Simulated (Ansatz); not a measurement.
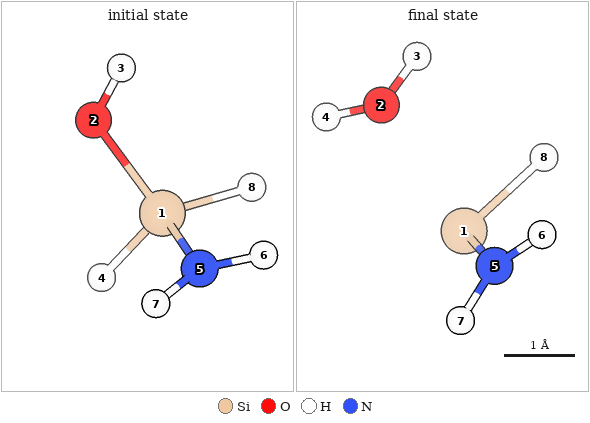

The two relaxed end points of a path for SiNH5O. Style: ball-and-stick. Shown from a free direction.

These are results of RKS LDA/def2-SVP in Ansatz 0.2.0, not measurements.

Run with 9 movable images; climbing image; force threshold 0.05 eV/Å; iteration limit 60.

Start:
```xyz
8

Si    0.2595    0.0396    0.0175
O     0.5617   -0.0249    1.6554
H    -0.2252   -0.0979    2.2248
H     1.6407    0.0953   -0.5597
N    -0.6675    1.3686   -0.5439
H    -1.6753    1.3000   -0.7007
H    -0.3367    2.3359   -0.5187
H    -0.5202   -1.1685   -0.4413
```

End:
```xyz
8

Si    0.1554    0.0710   -0.7296
O     0.8024    0.1027    1.3701
H     0.4751   -0.7620    1.6962
H     1.7687   -0.0103    1.2541
N    -0.8769    1.4563   -0.7694
H    -1.8087    1.5446   -0.3528
H    -0.5529    2.3346   -1.1844
H    -0.9261   -0.8888   -0.1509
```

> Predict the minimum-energy path and its barrier.

The energy climbs by 2.72 eV to image 7 and then falls by 0.63 eV, so the end point sits at +2.08 eV. Breaking: Si1–H4 (1.50 → 1.63 at the top → 2.56 Å), Si1–O2 (1.67 → 1.94 at the top → 2.20 Å). Forming: O2–H4 (2.47 → 1.30 at the top → 0.98 Å). The band converged in 14 iterations. The largest component of the band force went from 4.8 to 0.015 eV/Å. The climbing image converged on the top of the path. Its vibrational analysis gives one imaginary mode (1199i cm⁻¹), as a transition state must have.

Energies of the converged images:

| image | path (Å) | E (eV) |
| --- | --- | --- |
| 0 | 0.00 | 0.000 |
| 1 | 0.41 | 0.008 |
| 2 | 0.82 | 0.028 |
| 3 | 1.22 | 0.030 |
| 4 | 1.63 | 0.090 |
| 5 | 2.04 | 0.623 |
| 6 | 2.45 | 1.900 |
| 7 | 2.85 | 2.717 |
| 8 | 3.23 | 2.285 |
| 9 | 3.60 | 2.115 |
| 10 | 3.98 | 2.082 |

The geometry at the top of the path:

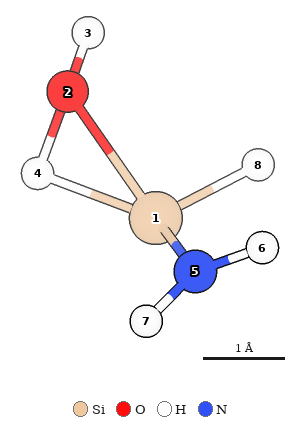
